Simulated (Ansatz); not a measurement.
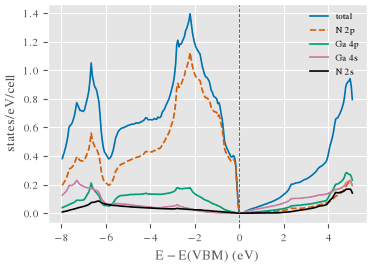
Figure. Total and projected density of states of GaN in space group I4mm (No. 107; Ga on 2a, N on 2a), plane-wave PAW LDA (Ansatz code)

Q: Which orbitals carry the states next to the gap?

A: Top 1 eV of the valence band: N 2p 91 %. Bottom 1 eV of the conduction band: Ga 4s 67 %, Ga 4p 21 %, N 2p 8 %. Projections are on Löwdin-orthogonalised atomic valence shells; empty p or d shells of many metals are not among them.

Q: Where is the tallest occupied peak in this window, and what makes it?

A: Near -2.2 eV, about 1.4 states/eV per cell; the largest projected share is N 2p.

The workflow started from a Materials Project entry (that database holds measured and hypothetical structures alike); the Crystallography Open Database copy checked does not list it. It is not the phase usual at ambient conditions (space group No. 186, 216). The LDA relaxation kept the symmetry of its start. At this level the phase is dynamically unstable (imaginary phonons). Spin–orbit coupling is left out wherever it is not named.

Potentials: the later of the program's two PAW sets.
